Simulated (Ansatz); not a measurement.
# BeF$_{2}$ (charge +1, doublet): what the fields show

| atom | x (Å) | y (Å) | z (Å) |
| --- | --- | --- | --- |
| Be | -0.0013 | 0.0017 | 0.0018 |
| F | 1.2832 | 0.5153 | 0.4175 |
| F | -1.2819 | -0.5170 | -0.4194 |

Geometry: r2SCAN-D4/def2-TZVP.

Level of theory: UKS PBE0-D4/def2-TZVP in Ansatz 0.2.0.

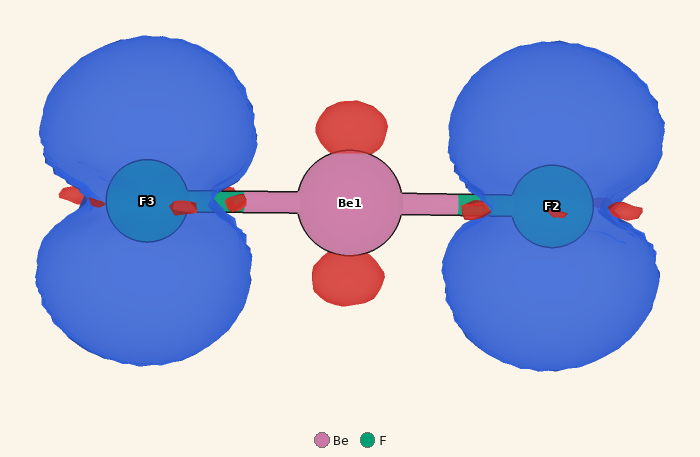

Figure 1. Isosurfaces of the spin density (α minus β) at +0.015 (blue) and −0.015 e/Å³ (red), seen from one side.

### Which atoms carry the spin?

The unpaired spin (1 electron) lies mostly on F2 (about 0.5) and F3 (about 0.5), in electrons by Hirshfeld's partition.

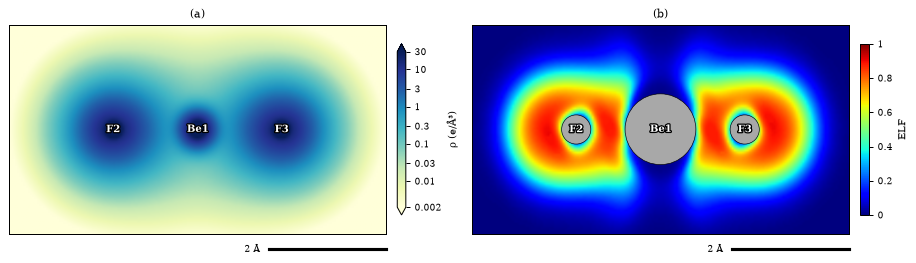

Figure 2. (a) total electron density; (b) ELF on a plane that holds the molecular axis. Grey discs cover the atomic cores in the ELF map.

### What does the map show?

The plane passes through Be and F nuclei. Be–F (1.44 Å): ρ is about 1.4 e/Å³ halfway; the ELF peaks at about 0.90 in the valence shell of F, 0.5 Å from its nucleus, and is about 0.80 at the midpoint. The ELF also peaks beside F2 and F3, away from the bonds: non-bonding electrons, paired or unpaired.

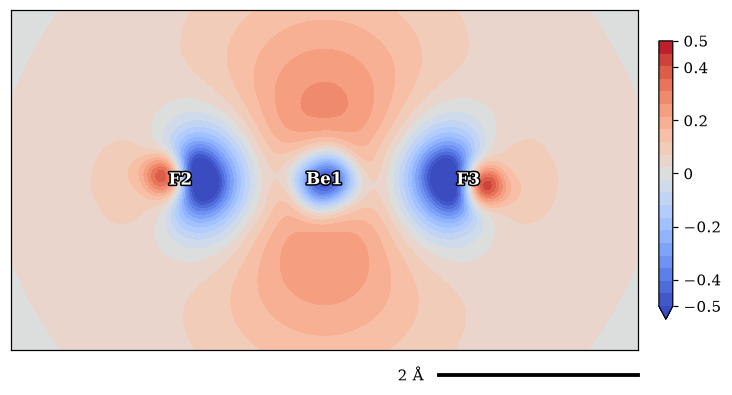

Figure 3. The LUMO (α) on a plane that holds the molecular axis (values in Å⁻³ᐟ²; the overall sign is arbitrary).

### Where does this orbital lie, and at what energy?

By Hirshfeld shares it lies mainly on Be1 (about 75 %), F2 (about 10 %) and F3 (about 10 %); it is of σ type; it is gerade (even under inversion). Its energy is −7.63 eV.
